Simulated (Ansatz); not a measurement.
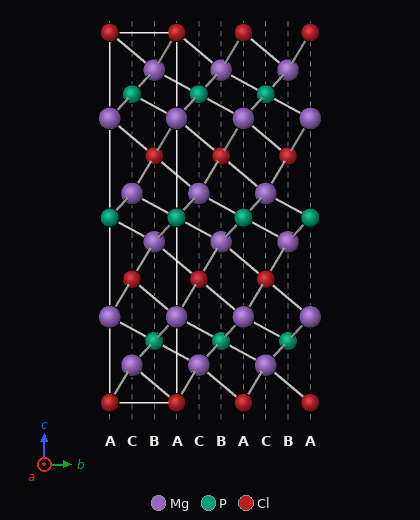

Projection along an edge of the hexagonal mesh, stacking direction c upwards. The dashed lines mark the three columns A (0, 0), B (1/3, 2/3) and C (2/3, 1/3). The sequence starts with the first layer at or above the cell's origin.

The compound is Mg₂PCl (space group R-3m, No. 166), taken as the geometry relaxed with Ansatz 0.2.0, DFT PBEsol, scalar-relativistic, plane waves, PAW; the starting structure was generated, so it need not be a known form of this composition.

> Give the sequence of layers in one repeat, with element and column.

Cl(A) – Mg(C) – P(B) – Mg(A) – Cl(C) – Mg(B) – P(A) – Mg(C) – Cl(B) – Mg(A) – P(C) – Mg(B) (twelve layers in 18.51 Å).
